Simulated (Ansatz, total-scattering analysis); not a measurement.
# The surroundings of H by a first difference

Two samples of water and dimethyl sulfoxide (18 H2O and 5 DMSO; C 9.6, S 4.8, O 22.1, H 63.5 atom %; 320 K, fixed volume (mean pressure 0.3 GPa); ρ₀ = 0.0955 Å⁻³) differ only in the isotope of H: D (b = 6.6681 fm) and H (b = -3.7395 fm). Other lengths: C 6.6472, S 2.847, O 5.8037 fm. The data are simulated by ab initio molecular dynamics with Ansatz (revPBE-D3(BJ), plane waves, PAW default files, Langevin thermostat, no spin, fixed volume, H with the mass of D). The average runs over 0.63 ps of 104 atoms, so shells between rare elements are rough. Mean temperature 324 K, largest m.s.d. 0.96 Å², energy drift -2 meV an atom (last third less first, no steady trend), Langevin friction 10 ps⁻¹; the first quarter of the run is discarded. Start: last frame of a classical run of this cell at the same density and temperature. So short a stretch relaxes bonds and nearest shells but still remembers its start. It is a liquid as far as so short a run tells. The partials come from the cell's reciprocal vectors below 4 Å⁻¹ and from g(r) above; absorption, incoherent and inelastic scattering are left out. F(Q) = Σ ci cj bi bj (Sij − 1), in barn per steradian and atom:

```
Q (Å⁻¹)      2H      1H  difference
    0.9  -0.336  -0.176      -0.160
    1.2  -0.222  -0.164      -0.058
    1.5  -0.127  -0.144       0.018
    1.8   0.342  -0.143       0.485
    2.1   0.217  -0.136       0.354
    2.4   0.142  -0.116       0.258
    2.7   0.008  -0.054       0.063
    3.0  -0.047   0.010      -0.057
    3.3  -0.078   0.032      -0.111
    3.6  -0.077   0.037      -0.114
    3.9  -0.085   0.035      -0.120
    4.2  -0.086   0.049      -0.136
    4.5  -0.076   0.060      -0.137
    4.8  -0.054   0.069      -0.123
    5.1  -0.037   0.069      -0.107
    5.4  -0.035   0.054      -0.089
    5.7  -0.037   0.024      -0.061
    6.0  -0.033  -0.009      -0.024
    6.3  -0.023  -0.030       0.007
    6.6  -0.002  -0.036       0.034
    6.9   0.032  -0.035       0.067
    7.2   0.063  -0.032       0.095
    7.5   0.076  -0.027       0.103
    7.8   0.071  -0.023       0.094
    8.1   0.059  -0.021       0.081
    8.4   0.046  -0.019       0.065
    8.7   0.029  -0.013       0.043
    9.0   0.010  -0.005       0.016
    9.3  -0.011   0.004      -0.015
    9.6  -0.030   0.015      -0.045
    9.9  -0.043   0.022      -0.066
   10.2  -0.046   0.022      -0.068
   10.5  -0.042   0.017      -0.059
   10.8  -0.034   0.013      -0.048
```

The first difference in real space, ΔG(r), in barn (from the pair functions, so without the broadening of a finite Q range):

first difference G(r), r (Å) and value: 0.50 -0.393, 0.58 -0.393, 0.66 -0.393, 0.74 -0.393, 0.82 -0.393, 0.90 -0.257, 0.98 4.170, 1.06 1.773, 1.14 1.067, 1.22 -0.377, 1.30 -0.393, 1.38 -0.389, 1.46 -0.307, 1.54 -0.150, 1.62 -0.210, 1.70 -0.209, 1.78 0.041, 1.86 -0.038, 1.94 -0.199, 2.02 -0.256, 2.10 -0.254, 2.18 -0.238, 2.26 -0.211, 2.34 -0.114, 2.42 -0.064, 2.50 -0.116, 2.58 -0.157, 2.66 -0.111, 2.74 -0.056, 2.82 -0.022, 2.90 0.021, 2.98 0.003, 3.06 0.030, 3.14 0.031, 3.22 0.035, 3.30 0.036, 3.38 0.043, 3.46 0.042, 3.54 0.075

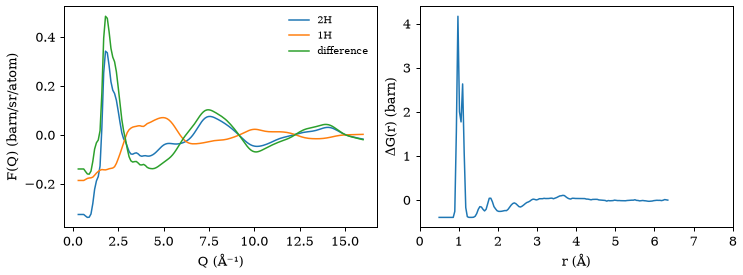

Q: What does the difference say of the neighbours of H?

Pairs without H cancel. ΔG(r) = Σ W [g(r) − 1] with W = 2 c(H) c(j) b(j) Δb, and c(H)² (b₁² − b₂²) for H–H: H–C 0.0844, H–S 0.0181, H–O 0.1696, H–H 0.1227 barn. At small r, ΔG → −ΣW = -0.395; in this finite cell the H–H term carries (N − 1)/N with N = 66 atoms of H, which gives -0.393.

The first feature holds O–H (0.98 Å, 0.5 neighbours by the coordinates) and C–H (1.09 Å, 0.5 neighbours by the coordinates) together, so its area gives only their weighted sum.

Shells of H from the coordinates: O–H at 0.98 Å, 0.5 neighbours to 1.26 Å; C–H at 1.09 Å, 0.5 neighbours to 1.40 Å; H–H at 1.55 Å, 1.5 neighbours to 2.04 Å; S–H at 2.40 Å, 0.5 neighbours to 2.70 Å, a soft count (first peaks with a usable minimum only). Counts average over all H, whatever molecule they sit on, and second peaks of a pair (H two bonds away, hydrogen bonds) add features between 1.5 and 2.5 Å that aren't listed. The structure is taken to be the same for both isotopes, which holds least well for H and D.

[Logs are printed without paths, hosts, clocks, repeated set-up lines and the standing remarks that a program may print on its own settings, such as how far it seeks lower states.]
